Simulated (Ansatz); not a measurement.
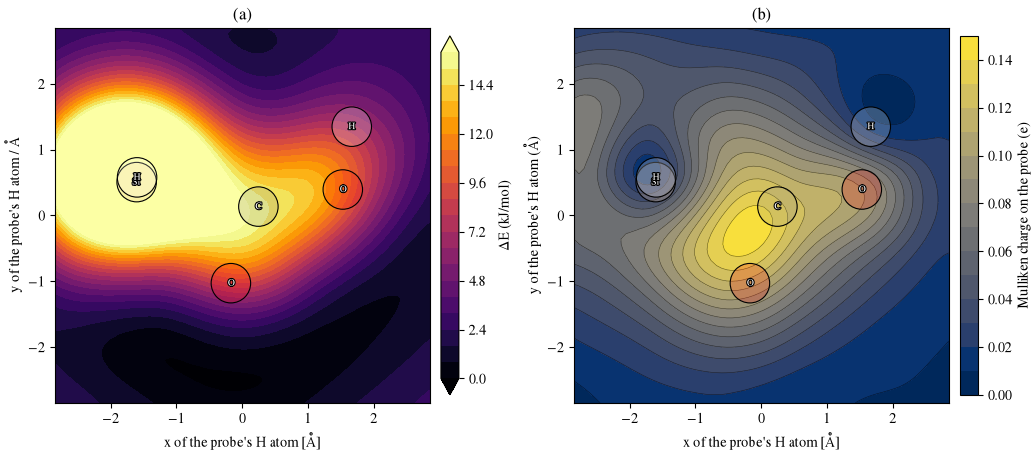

CH₂O₂Si (SMILES OC1=[SiH]O1) with the probe H2. The probe is moved over a plane parallel to the molecule's main plane, 2.11 Å above it. Coordinates scanned: (1) x of the probe's H atom; (2) y of the probe's H atom. Nothing is relaxed (molecule and probe rigid, the probe upright with H nearest the plane). The scan uses an 11 × 11 grid. Points are written as (first, second). Energies are in kJ/mol, from the lowest grid point. Computed with Ansatz, RKS PBE0-D4/def2-SVPD.

Panel (a) is the energy and panel (b) the computed Mulliken charge on the probe on the same grid.

The picture shows filled contours, labelled circles for the molecule's atoms, projected on the plane, one colour for all values above the top of the scale. Between grid points the surface is interpolated.

### How does the Mulliken charge on the probe vary over the map, and what is it at the lowest grid point?

Leaving out the highest fifth of the energies, it runs from 0.01 e at (2.85 Å, −2.85 Å) to 0.14 e at (−0.57 Å, −0.57 Å). At the lowest grid point, (−1.14 Å, −2.28 Å), it is 0.03 e.
